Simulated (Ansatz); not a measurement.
Geometry relaxation, with input and output: CH₉BOSi (part 2 of 2)

Continued. System: CH₉BOSi. Method: RHF/6-31G* (Ansatz 0.2.0). The input holds or restrains some coordinates. Forces given for the steps count only the free coordinates. It belongs to a series of runs on one base structure; here: pulled along the bonds that form and break, towards end A.

Geometry of the input (Å):
```
B  0.0000  0.0000  0.0000
C  0.0000  0.0000  1.9500
H  -0.9996  -0.3092  2.3205
H  0.7676  -0.7111  2.3205
H  0.2320  1.0203  2.3205
H  1.0305  0.0000  -0.5950
H  -1.0305  0.0000  -0.5950
O  -0.2190  -1.6079  0.5392
Si -0.8631  -2.8547  -0.3844
H  -0.0648  -4.0627  -0.1970
H  -2.2382  -3.1111  0.0341
H  -0.8470  -2.4754  -1.7942
H  -0.1495  -1.0979  1.5797
```

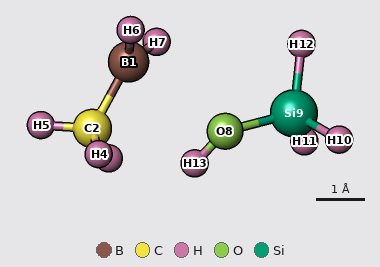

The geometry at step 7 of the log (ball-and-stick view, seen on its broad side; atoms are numbered from 1 in the order of the input).

## Trajectory as extended XYZ, continued
```
13
Properties=species:S:1:pos:R:3:forces:R:3 step=3 energy=-11741.26551
B     0.0218    0.2286    0.0985   -0.4337  -2.5979   1.1829
C     0.0260    0.2340    1.8820   -1.2593  -5.9924  -1.9466
H    -0.9652   -0.2632    2.3046    1.5052   2.2516  -1.0214
H     0.7477   -0.6457    2.3019   -0.6547   3.0366  -1.1339
H     0.2453    1.0841    2.3552    0.7298   3.3544   2.0484
H     1.0251    0.0193   -0.5784   -0.3895   1.0150   0.8566
H    -1.0152    0.0334   -0.5760    0.7982   1.4428   1.0094
O    -0.2254   -1.8704    0.6128    1.3408   1.0146  -0.1261
Si   -0.8797   -2.8958   -0.3960   -0.5516  -1.3441  -0.2068
H    -0.0638   -4.0775   -0.2014    0.0135  -0.8164  -0.3818
H    -2.2496   -3.1165    0.0330   -0.6019  -0.2832  -0.1497
H    -0.8451   -2.4710   -1.7965    0.0697   0.2061  -0.0508
H    -0.2034   -1.4690    1.4592   -0.5664  -1.2873  -0.0802
13
Properties=species:S:1:pos:R:3:forces:R:3 step=4 energy=-11741.55474
B     0.0305    0.3202    0.1417   -0.4034  -3.0096   0.0127
C     0.0298    0.3049    1.8339   -0.8478  -5.2452   0.0799
H    -0.9377   -0.2140    2.2779    1.2584   2.2659  -1.2190
H     0.7370   -0.5807    2.2713   -0.5514   2.9311  -1.4578
H     0.2573    1.1458    2.3873    0.3178   1.8654   0.9817
H     1.0163    0.0456   -0.5575   -0.4047   1.2170   0.9910
H    -0.9976    0.0654   -0.5514    0.8403   1.4752   1.1674
O    -0.2186   -2.0062    0.6223    2.0238   2.2889   0.7867
Si   -0.8940   -2.9361   -0.4161   -0.9981  -1.9983  -0.9318
H    -0.0652   -4.1021   -0.2157   -0.0883  -1.1700  -0.6533
H    -2.2643   -3.1248    0.0267   -0.6817  -0.3658  -0.2674
H    -0.8443   -2.4669   -1.8002    0.0259   0.1701  -0.1118
H    -0.2308   -1.6609    1.4788   -0.4908  -0.4248   0.6217
13
Properties=species:S:1:pos:R:3:forces:R:3 step=5 energy=-11742.43364
B     0.0340    0.3466    0.1781   -0.1963  -2.2766  -0.4115
C     0.0328    0.3512    1.8068   -0.3931  -3.5218   1.0105
H    -0.9208   -0.1188    2.2296    0.7485   1.5290  -0.8638
H     0.7466   -0.4758    2.2102   -0.3935   1.9965  -1.1300
H     0.2618    1.1960    2.3998    0.1156   1.1344   0.1654
H     1.0128    0.1135   -0.5138   -0.1380   0.9528   0.7452
H    -0.9768    0.1415   -0.5017    0.4109   1.0479   0.8444
O    -0.1816   -2.1173    0.6593    1.0548   1.7502   0.8939
Si   -0.9161   -3.0138   -0.4566   -0.0150  -0.3422   0.9024
H    -0.0807   -4.1795   -0.2676   -0.2430  -1.1592  -0.7938
H    -2.2966   -3.1521    0.0005   -0.4689  -0.3933  -0.3619
H    -0.8475   -2.4652   -1.8122    0.0231   0.0844  -0.0512
H    -0.2493   -1.8362    1.5667   -0.5049  -0.8020  -0.9497
13
Properties=species:S:1:pos:R:3:forces:R:3 step=6 energy=-11743.27275
B     0.0373    0.3078    0.2003    0.0074  -0.3950  -0.0406
C     0.0309    0.3282    1.7999    0.0669  -0.4489   0.5668
H    -0.9410   -0.0118    2.1927    0.3803   0.2092  -0.1375
H     0.8043   -0.3765    2.1546   -0.3317   0.4397  -0.1390
H     0.2527    1.2505    2.3363   -0.0260   0.1902  -0.5096
H     1.0422    0.2437   -0.4507   -0.0393   0.2552   0.3143
H    -0.9812    0.2772   -0.4339    0.0646   0.2464   0.2322
O    -0.1356   -2.2173    0.6892    1.3307   2.2739   2.3663
Si   -0.8953   -3.0578   -0.4094   -0.9170  -1.6572  -1.1014
H    -0.1430   -4.3255   -0.3806   -0.4293  -0.3376  -0.4388
H    -2.3187   -3.2018   -0.0417   -0.0344  -0.2042  -0.0886
H    -0.8342   -2.4637   -1.7589    0.1052   0.0733   0.1630
H    -0.3001   -1.9627    1.6009   -0.1774  -0.6451  -1.1872
13
Properties=species:S:1:pos:R:3:forces:R:3 step=7 energy=-11743.50922
B     0.0548    0.3236    0.2479   -0.0133  -0.4377  -0.0055
C     0.0127    0.3472    1.8453    0.1269   0.0050   0.2539
H    -0.9504    0.0073    2.2428    0.2573   0.0677  -0.0846
H     0.8143   -0.2827    2.2535   -0.2550   0.2094  -0.0781
H     0.1840    1.3285    2.2951   -0.0254   0.0010  -0.3351
H     1.0782    0.3063   -0.3704   -0.0379   0.2400   0.2378
H    -0.9532    0.2885   -0.3951    0.0193   0.2330   0.1199
O    -0.0346   -2.2423    0.5724    0.8445   1.7225   1.8368
Si   -0.9141   -3.1254   -0.4399   -0.6002  -1.0869  -0.5065
H    -0.2846   -4.4641   -0.4078   -0.3294  -0.0686  -0.2645
H    -2.3310   -3.1939   -0.0147    0.0643  -0.0608  -0.0215
H    -0.8619   -2.5673   -1.8038    0.0636  -0.0068   0.1086
H    -0.1958   -1.9354    1.4737   -0.1148  -0.8179  -1.2612
13
Properties=species:S:1:pos:R:3:forces:R:3 step=8 energy=-11743.65970
B     0.0654    0.3653    0.2640    0.2861  -0.3084   0.2409
C     0.0088    0.3236    1.8559   -0.1437   0.4109  -0.0083
H    -0.9454   -0.0257    2.2454    0.0361  -0.0314   0.0680
H     0.8202   -0.2511    2.3009   -0.0514   0.0308  -0.1071
H     0.1337    1.3377    2.2470   -0.0233  -0.0382  -0.1089
H     1.1250    0.4718   -0.2688   -0.0485   0.0890  -0.0631
H    -0.9184    0.3690   -0.4107   -0.0054   0.1083   0.0941
O     0.0507   -2.2292    0.4935   -0.2284   0.6026   1.1117
Si   -0.9177   -3.1923   -0.4311   -0.0644  -0.0758  -0.1501
H    -0.4041   -4.5712   -0.4161   -0.0433  -0.0559   0.0033
H    -2.3173   -3.1883    0.0396    0.0403   0.0131   0.1241
H    -0.8953   -2.6771   -1.8077    0.0570  -0.0181  -0.0084
H    -0.1872   -1.9421    1.3870    0.1889  -0.7269  -1.1962
13
Properties=species:S:1:pos:R:3:forces:R:3 step=9 energy=-11743.67656
B     0.1127    0.3946    0.2813   -0.2571   0.1215   0.2145
C    -0.0476    0.2961    1.8639    0.3767   0.1417  -0.1209
H    -0.9782   -0.1393    2.2185   -0.0277   0.0115  -0.0840
H     0.7949   -0.2265    2.3160   -0.0821   0.0562   0.1046
H    -0.0114    1.3109    2.2669   -0.0176  -0.0141  -0.0399
H     1.1819    0.5479   -0.2175    0.0173  -0.0565   0.0601
H    -0.8549    0.5066   -0.4064    0.0152  -0.0736  -0.0522
O     0.1258   -2.2115    0.3489   -0.1748   0.5219   1.2350
Si   -0.9366   -3.2128   -0.4348    0.0197  -0.0050   0.1881
H    -0.5198   -4.6251   -0.3277   -0.0224   0.0461   0.0379
H    -2.2814   -3.0656    0.1645    0.0335  -0.0329  -0.0815
H    -0.9457   -2.8304   -1.8508   -0.0303   0.0311  -0.0332
H    -0.0214   -1.9546    1.2762    0.1496  -0.7479  -1.4285
13
Properties=species:S:1:pos:R:3:forces:R:3 step=10 energy=-11743.69471
B     0.1225    0.4579    0.3034   -0.0018  -0.1442   0.1764
C    -0.0320    0.2607    1.8762   -0.1123   0.3696  -0.1266
H    -0.9633   -0.2127    2.1810    0.0447  -0.0049  -0.0217
H     0.8070   -0.2444    2.3457    0.0456  -0.0109   0.0043
H    -0.0543    1.2626    2.3136    0.0201  -0.0211   0.0097
H     1.1977    0.6616   -0.1692   -0.0468  -0.0213   0.0064
H    -0.8393    0.5538   -0.3944    0.0223   0.0497   0.0316
O     0.1076   -2.1426    0.2123    0.0082   0.4149   1.3294
Si   -0.9619   -3.2264   -0.4277   -0.0267  -0.0516  -0.2179
H    -0.5525   -4.6130   -0.1310   -0.0206   0.0161   0.0014
H    -2.3204   -3.0178    0.1097    0.0062   0.0102   0.0405
H    -0.9627   -3.0019   -1.8833    0.0031  -0.0572   0.0821
H     0.0702   -1.9475    1.1625    0.0580  -0.5491  -1.3157
13
Properties=species:S:1:pos:R:3:forces:R:3 step=11 energy=-11743.69978
B     0.1035    0.4712    0.3072    0.0461  -0.1177   0.2285
C    -0.0289    0.2571    1.8800    0.0410   0.3258  -0.1169
H    -0.9523   -0.2237    2.1912   -0.0156  -0.0101  -0.0016
H     0.8206   -0.2529    2.3294   -0.0213   0.0076  -0.0153
H    -0.0455    1.2520    2.3320   -0.0026  -0.0036   0.0047
H     1.1761    0.6245   -0.1861   -0.0242   0.0078  -0.0043
H    -0.8653    0.6362   -0.3648   -0.0245  -0.0035  -0.0032
O     0.1057   -2.1333    0.2009   -0.0670   0.3317   1.1592
Si   -0.9559   -3.2313   -0.4376    0.0135  -0.0046   0.0201
H    -0.5679   -4.6094   -0.0814   -0.0052  -0.0031  -0.0048
H    -2.3208   -2.9928    0.0727    0.0016   0.0029  -0.0110
H    -0.9201   -3.0638   -1.8957    0.0029  -0.0056   0.0038
H     0.0692   -1.9436    1.1510    0.0551  -0.5277  -1.2593
```

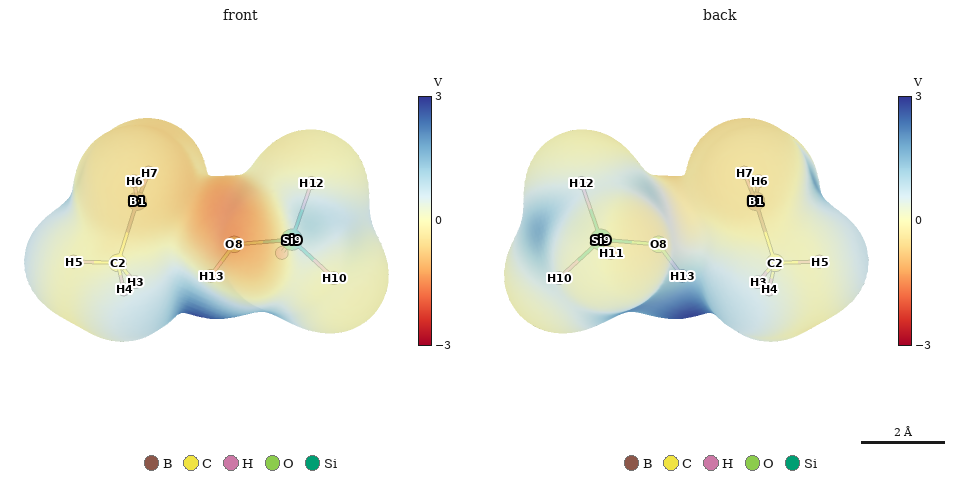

The electrostatic potential painted on the density surface at 0.002 e/bohr³, seen face on and from behind; red is negative and blue positive.

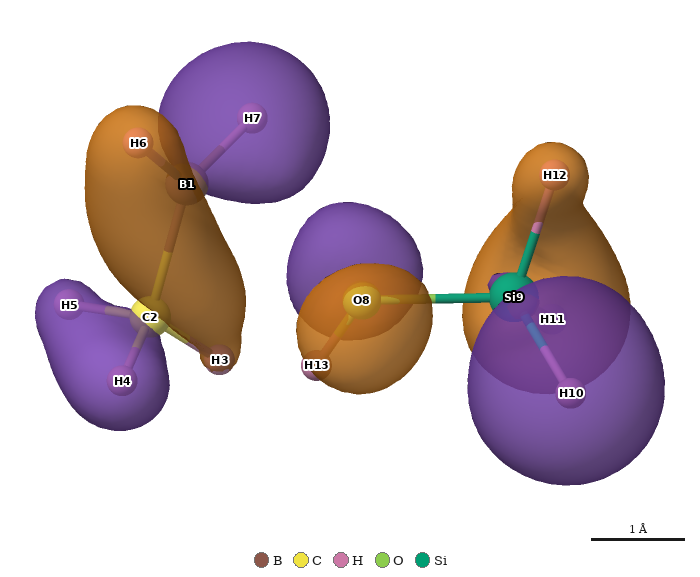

One frontier orbital at ±0.1 Å⁻³ᐟ² (orange and purple are the two phases), seen at a tilt. The HOMO−1, at −12.53 eV. By Hirshfeld shares it lies mainly on Si9 (20 %), H10 (20 %), O8 (15 %), B1 (10 %) and C2 (10 %).

## Summary

- outcome: converged under the restraints of the input
- total energy: −11743.6998 eV
- mean-field energy: −11743.6998 eV
- largest force (length of the vector) at the end, held atoms and coordinates included: 1.366 eV/Å
- hardware: 1 thread of AMD EPYC (Zen 3), 32 GiB of memory available, shared host
- wall time: 45 s
- peak memory: 0.17 GiB
